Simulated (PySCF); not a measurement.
**C₂H₆Si: geometry relaxation (part 1 of 3)**

- system: C₂H₆Si
- method: SVWN5/6-31G*, RKS (PySCF 2.14.0)

The geometry comes from this level: PBE0-D4/def2-TZVP. Figures and captions count atoms from 1; the log counts them from 0 in places.

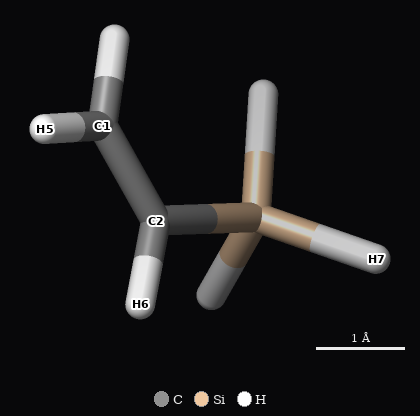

Figure 1. The starting structure (stick view, seen at a tilt; atoms are numbered from 1 in the order of the input). Bond lengths as drawn: C–C 1.33 Å, C–H 1.09 Å, C–Si 1.86 Å and H–Si 1.49 Å.

**The input (calc.py)**
```python
from pyscf import gto, dft
from pyscf.geomopt.geometric_solver import kernel as optimise

mol = gto.M(
    atom='''
C   -0.713700   0.870200  -1.048300
C   -0.071300   0.712500   0.105600
Si   0.560600  -0.932000   0.700100
H   -0.905700   0.033000  -1.713900
H   -1.076700   1.838600  -1.381500
H    0.089400   1.592000   0.727600
H    2.035800  -0.893900   0.893800
H    0.223400  -1.972400  -0.307300
H   -0.053200  -1.294300   2.006700
''',
    max_memory=1860,
    verbose=3,
    basis='6-31g*',
)

myscf = dft.RKS(mol, xc='svwn')
myscf.conv_tol = 1e-10
myscf.grids.level = 4
converged, mol_eq = optimise(myscf, maxsteps=60, convergence_set='GAU_TIGHT')
print('converged:', converged)
print(mol_eq.tostring())

myscf.reset(mol_eq)
mol = mol_eq
myscf.kernel()
if not myscf.converged:
    myscf = myscf.newton().run(myscf.mo_coeff, myscf.mo_occ)
e_final = myscf.e_tot
print('E = %.10f Eh' % e_final)
```

Hardware: 1 thread of AMD EPYC (Zen 5), 16 GiB of memory available, shared host.

Launched with:
```bash
OMP_NUM_THREADS=1 python calc.py
```

**What the program printed**
```
#|     Arguments passed to driver run_optimizer():      |#
convergence_set           GAU_TIGHT
customengine              <pyscf.geomopt.geometric_solver.PySCFEngine object>
maxiter                   60
----------------------------------------------------------
Custom engine selected.
Bonds will be generated from interatomic distances less than 1.20 times sum of covalent radii
27 internal coordinates being used (instead of 27 Cartesians)
Internal coordinate system (atoms numbered from 1):
Distance 1-2
Distance 1-4
Distance 1-5
Distance 2-3
Distance 2-6
Distance 3-7
Distance 3-8
Distance 3-9
Angle 2-1-5
Angle 4-1-5
Angle 1-2-6
Angle 3-2-6
Angle 2-3-7
Angle 2-3-8
Angle 2-3-9
Angle 7-3-8
Angle 7-3-9
Angle 8-3-9
Out-of-Plane 1-2-4-5
Out-of-Plane 2-1-3-6
Dihedral 4-1-2-3
Dihedral 4-1-2-6
Dihedral 5-1-2-3
Dihedral 5-1-2-6
Dihedral 1-2-3-7
Dihedral 1-2-3-8
Dihedral 1-2-3-9
Dihedral 6-2-3-7
Dihedral 6-2-3-8
Dihedral 6-2-3-9
Translation-X 1-9
Translation-Y 1-9
Translation-Z 1-9
Rotation-A 1-9
Rotation-B 1-9
Rotation-C 1-9
<class 'geometric.internal.Distance'> : 8
<class 'geometric.internal.Angle'> : 10
<class 'geometric.internal.OutOfPlane'> : 2
<class 'geometric.internal.Dihedral'> : 10
<class 'geometric.internal.TranslationX'> : 1
<class 'geometric.internal.TranslationY'> : 1
<class 'geometric.internal.TranslationZ'> : 1
<class 'geometric.internal.RotationA'> : 1
<class 'geometric.internal.RotationB'> : 1
<class 'geometric.internal.RotationC'> : 1
> ===== Optimization Info: ====
> Job type: Energy minimization
> Maximum number of optimization cycles: 60
> Initial / maximum trust radius (Angstrom): 0.100 / 0.300
> Convergence Criteria:
> Will converge when all 5 criteria are reached:
>  |Delta-E| < 1.00e-06
>  RMS-Grad  < 1.00e-05
>  Max-Grad  < 1.50e-05
>  RMS-Disp  < 4.00e-05
>  Max-Disp  < 6.00e-05
> === End Optimization Info ===

Geometry optimization cycle 1
Cartesian coordinates (Angstrom)
 Atom        New coordinates             dX        dY        dZ
   C  -0.713700   0.870200  -1.048300    0.000000  0.000000  0.000000
   C  -0.071300   0.712500   0.105600    0.000000  0.000000  0.000000
  Si   0.560600  -0.932000   0.700100    0.000000  0.000000  0.000000
   H  -0.905700   0.033000  -1.713900    0.000000  0.000000  0.000000
   H  -1.076700   1.838600  -1.381500    0.000000  0.000000  0.000000
   H   0.089400   1.592000   0.727600    0.000000  0.000000  0.000000
   H   2.035800  -0.893900   0.893800    0.000000  0.000000  0.000000
   H   0.223400  -1.972400  -0.307300    0.000000  0.000000  0.000000
   H  -0.053200  -1.294300   2.006700    0.000000  0.000000  0.000000

WARN: Mole.unit (angstrom) is changed to Bohr

converged SCF energy = -367.31143529967
--------------- RKS_Scanner gradients ---------------
         x                y                z
0 C     0.0005492603     0.0003879029     0.0011692282
1 C    -0.0041194127     0.0084704709    -0.0046901334
2 Si     0.0023381484    -0.0070387056     0.0018494902
3 H     0.0016546063     0.0070018550     0.0056517355
4 H     0.0031405877    -0.0080457841     0.0030034280
5 H    -0.0014602738    -0.0068529312    -0.0052297973
6 H    -0.0051573123     0.0005432775    -0.0008262476
7 H     0.0012178438     0.0036590497     0.0036123813
8 H     0.0018317064     0.0018807799    -0.0045397899
----------------------------------------------
cycle 1: E = -367.3114353  dE = -367.311  norm(grad) = 0.02231
Step    0 : Gradient = 7.437e-03/1.052e-02 (rms/max) Energy = -367.3114352997
Hessian Eigenvalues: 2.30000e-02 2.30000e-02 2.51916e-02 ... 3.52036e-01 3.52145e-01 5.94939e-01

Geometry optimization cycle 2
Cartesian coordinates (Angstrom)
 Atom        New coordinates             dX        dY        dZ
   C  -0.712989   0.865420  -1.048678    0.000711 -0.004780 -0.000378
   C  -0.067415   0.724650   0.117088    0.003885  0.012150  0.011488
  Si   0.558897  -0.923605   0.699773   -0.001703  0.008395 -0.000327
   H  -0.900059   0.007618  -1.712038    0.005641 -0.025382  0.001862
   H  -1.086817   1.838583  -1.400586   -0.010117 -0.000017 -0.019086
   H   0.094785   1.615470   0.745880    0.005385  0.023470  0.018280
   H   2.050413  -0.904247   0.893683    0.014613 -0.010347 -0.000117
   H   0.210201  -1.962379  -0.328943   -0.013199  0.010021 -0.021643
   H  -0.057955  -1.308375   2.016594   -0.004755 -0.014075  0.009894
converged SCF energy = -367.312123501254
--------------- RKS_Scanner gradients ---------------
         x                y                z
0 C    -0.0003489776    -0.0008385352    -0.0009778913
1 C     0.0002005817     0.0014965865     0.0009226430
2 Si     0.0000099820    -0.0011266220    -0.0003887786
3 H    -0.0001032401    -0.0000925323    -0.0002245690
4 H     0.0000181251     0.0001403705     0.0000838611
5 H     0.0003124206    -0.0000715694     0.0005795843
6 H     0.0001935505     0.0004137893    -0.0000898840
7 H     0.0000017609    -0.0002382472    -0.0000745366
8 H    -0.0002885630     0.0003226520     0.0001711482
----------------------------------------------
cycle 2: E = -367.312123501  dE = -0.000688202  norm(grad) = 0.00271369
Step    1 : Displace = 2.064e-02/3.027e-02 (rms/max) Trust = 1.000e-01 (=) Grad = 9.046e-04/1.770e-03 (rms/max) E (change) = -367.3121235013 (-6.882e-04) Quality = 0.949
Hessian Eigenvalues: 2.29998e-02 2.30000e-02 2.51916e-02 ... 3.51846e-01 3.55732e-01 6.10294e-01

Geometry optimization cycle 3
Cartesian coordinates (Angstrom)
 Atom        New coordinates             dX        dY        dZ
   C  -0.715176   0.869890  -1.051142   -0.002187  0.004470 -0.002464
   C  -0.068840   0.719015   0.112148   -0.001425 -0.005635 -0.004939
  Si   0.560935  -0.923694   0.703459    0.002038 -0.000090  0.003687
   H  -0.903626   0.013784  -1.716346   -0.003567  0.006166 -0.004309
   H  -1.087418   1.845294  -1.399203   -0.000601  0.006711  0.001382
   H   0.092085   1.611366   0.738880   -0.002700 -0.004105 -0.007000
   H   2.052201  -0.907699   0.898538    0.001787 -0.003452  0.004855
   H   0.213399  -1.963961  -0.323823    0.003198 -0.001582  0.005120
   H  -0.054086  -1.311412   2.020117    0.003868 -0.003038  0.003523
converged SCF energy = -367.312133655353
--------------- RKS_Scanner gradients ---------------
         x                y                z
0 C    -0.0001902408     0.0007622432    -0.0000953920
1 C    -0.0000562416    -0.0005895672    -0.0003173589
2 Si     0.0002228609    -0.0002252418     0.0003401317
3 H     0.0001166043    -0.0002731834     0.0001219148
4 H    -0.0001568170     0.0003364191    -0.0001734466
5 H     0.0000168623    -0.0000642019     0.0000224697
6 H     0.0001863577     0.0000609800    -0.0000046583
7 H    -0.0000303256    -0.0000059959    -0.0000529777
8 H    -0.0001138349     0.0000045340     0.0001599764
----------------------------------------------
cycle 3: E = -367.312133655  dE = -1.01541e-05  norm(grad) = 0.00128473
Step    2 : Displace = 6.755e-03/8.531e-03 (rms/max) Trust = 1.414e-01 (+) Grad = 4.282e-04/7.914e-04 (rms/max) E (change) = -367.3121336554 (-1.015e-05) Quality = 0.514
Hessian Eigenvalues: 2.29947e-02 2.30000e-02 2.51916e-02 ... 3.51385e-01 3.80409e-01 5.90165e-01

Geometry optimization cycle 4
Cartesian coordinates (Angstrom)
 Atom        New coordinates             dX        dY        dZ
   C  -0.713355   0.866232  -1.049011    0.001821 -0.003658  0.002132
   C  -0.067849   0.722580   0.115129    0.000991  0.003565  0.002981
  Si   0.560012  -0.921325   0.702469   -0.000923  0.002369 -0.000990
   H  -0.901311   0.009621  -1.713314    0.002315 -0.004163  0.003033
   H  -1.086695   1.839684  -1.399838    0.000723 -0.005609 -0.000635
   H   0.091740   1.616521   0.739739   -0.000345  0.005155  0.000859
   H   2.050819  -0.909942   0.897098   -0.001382 -0.002243 -0.001440
   H   0.210487  -1.957921  -0.327416   -0.002912  0.006040 -0.003593
   H  -0.053969  -1.313384   2.017693    0.000117 -0.001972 -0.002424
converged SCF energy = -367.312142173144
--------------- RKS_Scanner gradients ---------------
         x                y                z
0 C     0.0001669094    -0.0001028519     0.0002660977
1 C    -0.0001974875     0.0000424460    -0.0003547289
2 Si     0.0000068801    -0.0000042217     0.0000135047
3 H    -0.0000351319     0.0000384303    -0.0000519741
4 H     0.0000119242    -0.0000091416     0.0000196751
5 H     0.0000547432    -0.0000327717     0.0001039657
6 H    -0.0000277121     0.0000285547    -0.0000154408
7 H     0.0000186374     0.0000107317     0.0000439780
8 H    -0.0000033528     0.0000347777    -0.0000239917
----------------------------------------------
cycle 4: E = -367.312142173  dE = -8.51779e-06  norm(grad) = 0.000550498
Step    3 : Displace = 4.939e-03/7.668e-03 (rms/max) Trust = 1.414e-01 (=) Grad = 1.835e-04/4.082e-04 (rms/max) E (change) = -367.3121421731 (-8.518e-06) Quality = 1.061
Hessian Eigenvalues: 2.29832e-02 2.30000e-02 2.51915e-02 ... 3.51574e-01 3.89597e-01 6.09871e-01

Geometry optimization cycle 5
Cartesian coordinates (Angstrom)
 Atom        New coordinates             dX        dY        dZ
   C  -0.712878   0.865789  -1.048252    0.000478 -0.000443  0.000759
   C  -0.067379   0.724186   0.116379    0.000470  0.001606  0.001250
  Si   0.559735  -0.920637   0.702059   -0.000277  0.000689 -0.000410
   H  -0.899091   0.006795  -1.709913    0.002221 -0.002826  0.003400
   H  -1.087274   1.837937  -1.401560   -0.000579 -0.001747 -0.001721
   H   0.091636   1.618853   0.739961   -0.000104  0.002332  0.000222
   H   2.050627  -0.911391   0.896486   -0.000192 -0.001448 -0.000611
   H   0.209050  -1.955300  -0.329524   -0.001437  0.002622 -0.002108
   H  -0.054037  -1.314832   2.016792   -0.000068 -0.001447 -0.000901
converged SCF energy = -367.312142660236
--------------- RKS_Scanner gradients ---------------
         x                y                z
0 C     0.0000319175     0.0000348475     0.0000628495
1 C    -0.0000643592     0.0000129570    -0.0001155399
2 Si    -0.0000400843     0.0000061305    -0.0000714521
3 H     0.0000450628    -0.0000356692     0.0000730427
4 H    -0.0000044129    -0.0000032922    -0.0000094226
5 H     0.0000242257    -0.0000143138     0.0000530229
6 H    -0.0000187019     0.0000101840    -0.0000051412
7 H     0.0000167338    -0.0000214694     0.0000279848
8 H     0.0000051325     0.0000165440    -0.0000140658
----------------------------------------------
cycle 5: E = -367.31214266  dE = -4.87093e-07  norm(grad) = 0.000213201
Step    4 : Displace = 2.606e-03/4.888e-03 (rms/max) Trust = 2.000e-01 (+) Grad = 7.107e-05/1.329e-04 (rms/max) E (change) = -367.3121426602 (-4.871e-07) Quality = 0.691
Hessian Eigenvalues: 2.28273e-02 2.30000e-02 2.51908e-02 ... 3.56436e-01 3.89572e-01 5.65468e-01

Geometry optimization cycle 6
Cartesian coordinates (Angstrom)
 Atom        New coordinates             dX        dY        dZ
   C  -0.712919   0.865500  -1.048424   -0.000042 -0.000289 -0.000172
   C  -0.067256   0.723909   0.116307    0.000122 -0.000278 -0.000072
  Si   0.560076  -0.920711   0.702545    0.000341 -0.000074  0.000486
   H  -0.899868   0.007326  -1.710987   -0.000777  0.000531 -0.001074
   H  -1.087062   1.837965  -1.401147    0.000213  0.000028  0.000413
   H   0.091421   1.619049   0.739227   -0.000215  0.000196 -0.000734
   H   2.051026  -0.911917   0.897040    0.000400 -0.000526  0.000553
   H   0.209188  -1.954973  -0.329459    0.000138  0.000327  0.000065
   H  -0.053723  -1.315394   2.017193    0.000314 -0.000563  0.000402
converged SCF energy = -367.312142915791
--------------- RKS_Scanner gradients ---------------
         x                y                z
0 C    -0.0000138352    -0.0000171894    -0.0000408064
1 C     0.0000226287     0.0000276935     0.0000531470
2 Si    -0.0000139894     0.0000339170    -0.0000122182
3 H    -0.0000114692     0.0000134711    -0.0000156543
4 H    -0.0000016394    -0.0000110335    -0.0000069831
5 H     0.0000025084    -0.0000080811     0.0000134482
6 H     0.0000051569    -0.0000101654     0.0000027070
7 H     0.0000014661    -0.0000141368     0.0000012876
8 H     0.0000046627    -0.0000085457     0.0000062978
----------------------------------------------
cycle 6: E = -367.312142916  dE = -2.55555e-07  norm(grad) = 9.5969e-05
Step    5 : Displace = 7.320e-04/1.472e-03 (rms/max) Trust = 2.000e-01 (=) Grad = 3.199e-05/6.406e-05 (rms/max) E (change) = -367.3121429158 (-2.556e-07) Quality = 0.931
Hessian Eigenvalues: 2.25773e-02 2.30000e-02 2.51906e-02 ... 3.55025e-01 4.05891e-01 6.08318e-01

Geometry optimization cycle 7
Cartesian coordinates (Angstrom)
 Atom        New coordinates             dX        dY        dZ
   C  -0.712904   0.865460  -1.048412    0.000015 -0.000040  0.000012
   C  -0.067192   0.723729   0.116215    0.000065 -0.000179 -0.000093
  Si   0.560154  -0.920849   0.702541    0.000078 -0.000138 -0.000004
   H  -0.899885   0.007253  -1.710924   -0.000017 -0.000074  0.000063
   H  -1.086998   1.837991  -1.401025    0.000063  0.000026  0.000122
   H   0.091525   1.618908   0.739075    0.000105 -0.000141 -0.000152
   H   2.051081  -0.911858   0.897070    0.000055  0.000059  0.000030
   H   0.209293  -1.955040  -0.329508    0.000105 -0.000067 -0.000049
   H  -0.053783  -1.315377   2.017153   -0.000060  0.000018 -0.000040
converged SCF energy = -367.312142933367
--------------- RKS_Scanner gradients ---------------
         x                y                z
0 C     0.0000063266    -0.0000003272     0.0000042947
1 C    -0.0000027439     0.0000032700    -0.0000034042
2 Si    -0.0000053560     0.0000133902    -0.0000032678
3 H    -0.0000023165     0.0000023812    -0.0000029141
4 H    -0.0000011685    -0.0000007542    -0.0000021029
5 H    -0.0000028339    -0.0000033820     0.0000038573
6 H     0.0000010514    -0.0000036269    -0.0000000868
7 H     0.0000001854    -0.0000031215     0.0000025524
8 H     0.0000023424    -0.0000018975     0.0000022868
----------------------------------------------
cycle 7: E = -367.312142933  dE = -1.75757e-08  norm(grad) = 2.03017e-05
Step    6 : Displace = 1.217e-04/1.681e-04 (rms/max) Trust = 2.828e-01 (+) Grad = 6.767e-06/1.479e-05 (rms/max) E (change) = -367.3121429334 (-1.758e-08) Quality = 1.050
Hessian Eigenvalues: 1.96800e-02 2.30014e-02 2.51903e-02 ... 3.55187e-01 4.13021e-01 6.50502e-01

Geometry optimization cycle 8
Cartesian coordinates (Angstrom)
 Atom        New coordinates             dX        dY        dZ
   C  -0.712862   0.865337  -1.048387    0.000042 -0.000123  0.000025
   C  -0.067065   0.723632   0.116194    0.000127 -0.000098 -0.000020
  Si   0.560249  -0.920967   0.702522    0.000095 -0.000118 -0.000020
   H  -0.899893   0.007079  -1.710818   -0.000008 -0.000173  0.000106
   H  -1.086948   1.837873  -1.400999    0.000051 -0.000118  0.000026
   H   0.091706   1.618865   0.738965    0.000181 -0.000043 -0.000110
   H   2.051160  -0.911918   0.897115    0.000079 -0.000060  0.000046
   H   0.209395  -1.955033  -0.329647    0.000102  0.000007 -0.000139
   H  -0.053817  -1.315485   2.017069   -0.000034 -0.000108 -0.000084
converged SCF energy = -367.31214293594
--------------- RKS_Scanner gradients ---------------
         x                y                z
0 C     0.0000043303     0.0000035591     0.0000030908
1 C    -0.0000019766    -0.0000025851    -0.0000041707
2 Si    -0.0000003457    -0.0000003983     0.0000010159
3 H     0.0000004849    -0.0000009140     0.0000012054
4 H    -0.0000005492     0.0000023720     0.0000001626
5 H    -0.0000050221     0.0000002495    -0.0000000562
6 H    -0.0000006152     0.0000003480    -0.0000014249
7 H    -0.0000013475     0.0000014575     0.0000008927
8 H     0.0000005306     0.0000018448     0.0000004991
----------------------------------------------
cycle 8: E = -367.312142936  dE = -2.57285e-09  norm(grad) = 1.07346e-05
Step    7 : Displace = 1.091e-04/1.620e-04 (rms/max) Trust = 3.000e-01 (+) Grad = 3.578e-06/6.401e-06 (rms/max) E (change) = -367.3121429359 (-2.573e-09) Quality = 0.706
Hessian Eigenvalues: 8.80344e-03 2.30020e-02 2.51906e-02 ... 3.55787e-01 4.32120e-01 6.67244e-01

Geometry optimization cycle 9
Cartesian coordinates (Angstrom)
 Atom        New coordinates             dX        dY        dZ
   C  -0.712791   0.865126  -1.048365    0.000071 -0.000211  0.000023
   C  -0.066844   0.723466   0.116142    0.000220 -0.000165 -0.000052
  Si   0.560417  -0.921158   0.702476    0.000167 -0.000191 -0.000046
   H  -0.899941   0.006823  -1.710700   -0.000048 -0.000257  0.000119
   H  -1.086866   1.837663  -1.400980    0.000081 -0.000210  0.000019
   H   0.092054   1.618756   0.738803    0.000348 -0.000109 -0.000162
   H   2.051304  -0.912064   0.897214    0.000144 -0.000146  0.000098
   H   0.209627  -1.955107  -0.329829    0.000232 -0.000074 -0.000182
   H  -0.053827  -1.315708   2.016927   -0.000010 -0.000223 -0.000142
converged SCF energy = -367.312142936949
--------------- RKS_Scanner gradients ---------------
         x                y                z
0 C     0.0000003400     0.0000046298    -0.0000019796
1 C    -0.0000010418    -0.0000046239    -0.0000031157
2 Si     0.0000036781    -0.0000113277     0.0000044248
3 H     0.0000022224    -0.0000014850     0.0000040726
4 H     0.0000006853     0.0000025701     0.0000026602
5 H    -0.0000052789     0.0000037418    -0.0000014847
6 H    -0.0000012842     0.0000034230    -0.0000020478
7 H    -0.0000025590     0.0000047187    -0.0000009500
8 H    -0.0000012694     0.0000042898    -0.0000003679
----------------------------------------------
cycle 9: E = -367.312142937  dE = -1.00903e-09  norm(grad) = 1.9195e-05
Step    8 : Displace = 1.642e-04/2.353e-04 (rms/max) Trust = 3.000e-01 (=) Grad = 6.398e-06/1.271e-05 (rms/max) E (change) = -367.3121429369 (-1.009e-09) Quality = 0.306
Hessian Eigenvalues: 3.14373e-03 2.30027e-02 2.51908e-02 ... 3.66111e-01 4.32976e-01 6.59713e-01

Geometry optimization cycle 10
Cartesian coordinates (Angstrom)
 Atom        New coordinates             dX        dY        dZ
   C  -0.712628   0.864667  -1.048336    0.000163 -0.000459  0.000029
   C  -0.066358   0.723085   0.116004    0.000486 -0.000381 -0.000138
  Si   0.560793  -0.921577   0.702358    0.000377 -0.000419 -0.000117
   H  -0.900063   0.006296  -1.710504   -0.000121 -0.000527  0.000196
   H  -1.086683   1.837208  -1.400963    0.000184 -0.000455  0.000017
   H   0.092843   1.618457   0.738469    0.000790 -0.000299 -0.000333
   H   2.051630  -0.912436   0.897432    0.000326 -0.000372  0.000218
   H   0.210200  -1.955385  -0.330153    0.000573 -0.000278 -0.000325
   H  -0.053780  -1.316235   2.016620    0.000047 -0.000526 -0.000307
converged SCF energy = -367.31214293644
```
